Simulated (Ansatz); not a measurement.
```yaml
atoms:
  - { symbol: C, position_ang: [-0.8526, -0.2854, 0.8021] }
  - { symbol: Cl, position_ang: [1.3943, -2.2506, -0.6204] }
  - { symbol: F, position_ang: [0.6406, 0.6823, -0.9873] }
  - { symbol: Si, position_ang: [-1.1289, 0.9401, -0.5844] }
  - { symbol: Si, position_ang: [0.9318, -0.5550, 0.3395] }
  - { symbol: H, position_ang: [-1.8274, 0.4788, -1.7977] }
  - { symbol: H, position_ang: [-1.1895, 2.3747, -0.2512] }
  - { symbol: H, position_ang: [-1.4656, -1.1995, 0.7281] }
  - { symbol: H, position_ang: [2.0260, 0.0508, 1.1123] }
  - { symbol: H, position_ang: [-0.9744, 0.1433, 1.8120] }
```

Geometry: r2SCAN-D4/def2-SVP.

Level of theory: isolated molecule in a Gaussian basis; Kohn-Sham density functional theory, functional PBE0 in Ansatz.

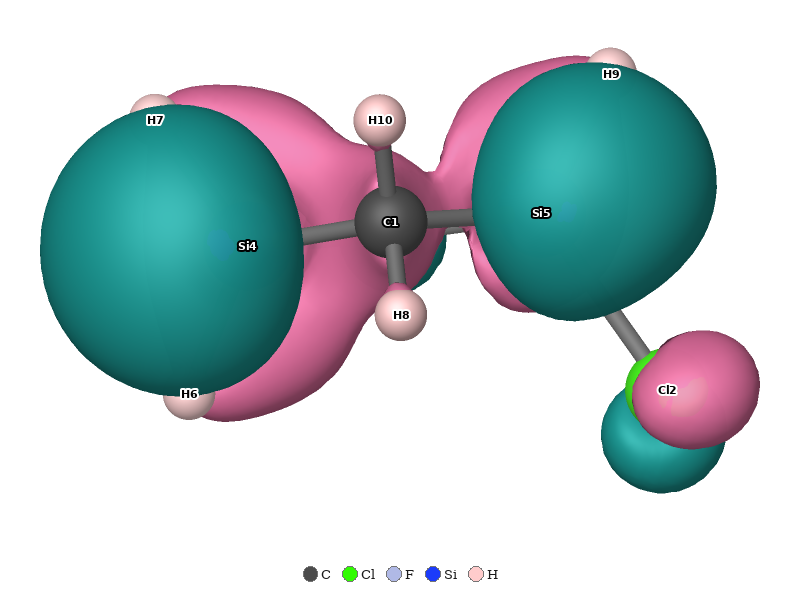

CH$_{5}$ClFSi$_{2}$ (charge +1). One frontier orbital at ±0.1 Å⁻³ᐟ² (teal and pink are the two phases), seen from one side.

**Which orbital is it: HOMO or LUMO?**

The LUMO, at −6.62 eV. It lies mainly on Si4 (about 40 %), Si5 (about 25 %), C1 (about 5 %), F3 (about 5 %) and Cl2 (about 5 %).
